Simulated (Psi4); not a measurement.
# [NO2]− (SMILES O=N[O-]): HSE06/def2-TZVPPD

Aim: the vertical singlet–triplet gap of [NO2]− at HSE06/def2-TZVPPD, from 2 runs. 

Program for the calculation: Psi4 1.11.

## (1) The system as given

[NO2]− has 3 atoms, charge -1, and is taken as a singlet. As SMILES, `O=N[O-]`. Geometry: relaxed at PBE0-D4/def2-TZVPD.

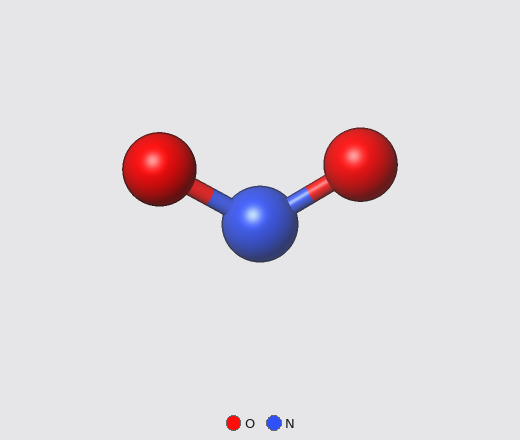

Viewed from a chosen angle; oxygen red, nitrogen blue.

## (2) The energy at HSE06/def2-TZVPPD

input.inp

```
memory 2200 MB

molecule m {
  -1 1
  O
  N 1 r2
  O 2 r3 1 a3

  r2 = 1.24546
  r3 = 1.245469
  a3 = 116.77261
  symmetry c1
}

set globals {
  reference rks
  puream true
  e_convergence 1e-09
  d_convergence 1e-08
  scf_type pk
  dft_radial_points 99
  dft_spherical_points 590
}

energy_value, wavefunction = energy('hse06/def2-TZVPPD', return_wfn=True)
```

Run with:

```sh
psi4 -n 1 input.inp input.out
```

input.out:

```text
[...]
  Running in c1 symmetry.
[...]
  Nuclear repulsion =   63.552469441985089
[...]
  Multiplicity = 1
[...]
  Nalpha       = 12
  Nbeta        = 12
[...]
    Number of basis functions: 117
[...]
   @RKS iter   1:  -204.85960257093905   -3.19235e-01   5.92979e-03 DIIS/ADIIS
[...]
   @RKS iter  11:  -205.04700916560745   -2.16005e-12   4.07032e-09 DIIS
[...]
    Orbital Energies [Eh]
    ---------------------
    Doubly Occupied:
       1A    -18.958559     2A    -18.958543     3A    -14.265990
       4A     -0.942492     5A     -0.767183     6A     -0.370859
       7A     -0.243612     8A     -0.232182     9A     -0.227501
      10A     -0.057014    11A     -0.034591    12A      0.011711
[...]
  @RKS Final Energy:  -205.04700916560745
   => Energetics <=
    Nuclear Repulsion Energy =             63.5524694419850888
    One-Electron Energy =                -413.7185575477965358
    Two-Electron Energy =                 163.7208623370668192
    DFT Exchange-Correlation Energy =     -18.6017833968627926
    Empirical Dispersion Energy =           0.0000000000000000
    VV10 Nonlocal Energy =                  0.0000000000000000
    Total Energy =                       -205.0470091656074487
[...]
 Multipole Moments:
 ------------------------------------------------------------------------------------
     Multipole            Electronic (a.u.)      Nuclear  (a.u.)        Total (a.u.)
 ------------------------------------------------------------------------------------
 L = 1.  Multiply by 2.5417464519 to convert [e a0] to [Debye]
 Dipole X            :         -0.1365069            0.0027499           -0.1337570
 Dipole Y            :         -0.0839938            0.0016926           -0.0823012
 Dipole Z            :         -0.0000000            0.0000000           -0.0000000
 Magnitude           :                                                    0.1570491
[...]
```

Wall time 32 s (1 thread of Intel Xeon Platinum 8259CL at 2.50GHz (Skylake/Cascade Lake), shared host); peak memory 0.88 GiB.

## (3) The triplet: energy and forces at UHSE06/def2-TZVPPD

input.inp

```
memory 2200 mb

molecule m {
  -1 3
  O      0.322840     0.992650     0.287620
  N      0.325750    -0.245400     0.151990
  O     -0.648590    -0.747260    -0.439610
  symmetry c1
}

set reference uks
set puream true
set e_convergence 1e-09
set d_convergence 1e-08
set scf_type pk
set dft_radial_points 99
set dft_spherical_points 590
set maxiter 100

result, w = gradient("hse06/def2-TZVPPD", return_wfn=True)
oeprop(w, "MAYER_INDICES", "WIBERG_LOWDIN_INDICES", "LOWDIN_CHARGES", title="HSE06")
print_variables()
```

Run with:

```sh
psi4 -n 1 input.inp input.out
```

input.out:

```text
[...]
  Running in c1 symmetry.
[...]
  Nuclear repulsion =   63.552463700874910
[...]
  Multiplicity = 3
[...]
  Nalpha       = 13
  Nbeta        = 11
[...]
    Number of basis functions: 117
[...]
   @UKS iter   1:  -204.78786964589136   -2.47503e-01   5.56297e-03 ADIIS/DIIS
[...]
   @UKS iter  13:  -204.96054428902420   -2.55795e-12   2.53839e-09 DIIS
[...]
   @S^2 Observed:                2.011933487E+00
[...]
    Orbital Energies [Eh]
    ---------------------
    Alpha Occupied:
       1A    -18.961035     2A    -18.961026     3A    -14.234652
       4A     -0.945690     5A     -0.776372     6A     -0.394443
       7A     -0.253713     8A     -0.251199     9A     -0.247515
      10A     -0.079053    11A     -0.049522    12A     -0.027553
      13A      0.102224
    Alpha Virtual:
      14A      0.191676    15A      0.193878    16A      0.220440
      17A      0.226859    18A      0.255005    19A      0.256326
      20A      0.266917    21A      0.345950    22A      0.368864
      23A      0.479121    24A      0.484658    25A      0.531119
[...]
  @UKS Final Energy:  -204.96054428902420
   => Energetics <=
    Nuclear Repulsion Energy =             63.5524637008749096
    One-Electron Energy =                -413.8329289232503925
    Two-Electron Energy =                 163.9577455471913083
    DFT Exchange-Correlation Energy =     -18.6378246138400350
    Empirical Dispersion Energy =           0.0000000000000000
    VV10 Nonlocal Energy =                  0.0000000000000000
    Total Energy =                       -204.9605442890241989
  UHF NO Occupations:
  HONO-2 :   11  A 1.9975532
  HONO-1 :   12  A 1.0000000
[...]
 Multipole Moments:
 ------------------------------------------------------------------------------------
     Multipole            Electronic (a.u.)      Nuclear  (a.u.)        Total (a.u.)
 ------------------------------------------------------------------------------------
 L = 1.  Multiply by 2.5417464519 to convert [e a0] to [Debye]
 Dipole X            :          0.1615819           -0.0026610            0.1589209
 Dipole Y            :         -0.1110480            0.0018292           -0.1092188
 Dipole Z            :         -0.0000000           -0.0000000           -0.0000000
 Magnitude           :                                                    0.1928331
[...]
  -Total Gradient:
     Atom            X                  Y                   Z
    ------   -----------------  -----------------  -----------------
       1       -0.046276303050    -0.055342844424    -0.000000000000
       2        0.011163192993    -0.007666284040    -0.000000000003
       3        0.035087619888     0.063026651225    -0.000000000002
[...]
```

Run time: 69 s. Hardware: 1 thread of Intel Xeon Platinum 8259CL at 2.50GHz (Skylake/Cascade Lake), shared host; peak memory 0.88 GiB.

## (4) Results

Level: HSE06/def2-TZVPPD.

| quantity | value |
| --- | --- |
| singlet: total energy | -205.04701 Eh |
| singlet: HOMO energy | 0.32 eV |
| singlet: LUMO energy | 5.16 eV |
| singlet: HOMO–LUMO gap (to an unbound level, set by the basis) | 4.84 eV |
| triplet: total energy | -204.96054 Eh |
| triplet: HOMO energy (highest over α and β) | 2.78 eV |
| triplet: LUMO energy (lowest over α and β) | 2.90 eV |
| triplet: ⟨S²⟩ | 2.012 |
| triplet: largest force on an atom | 3.710 eV/Å |
| vertical energy of the triplet above the singlet | 2.353 eV |

In words: At this shape the triplet lies 2.35 eV (227 kJ/mol) above the singlet. The HOMO (singlet) lies at positive energy, 0.32 eV, from the functional's self-interaction, a short basis or an electron that isn't bound; only total energies against the neutral tell. The HOMO (triplet) lies at positive energy, 2.78 eV, from the functional's self-interaction, a short basis or an electron that isn't bound; only total energies against the neutral tell.
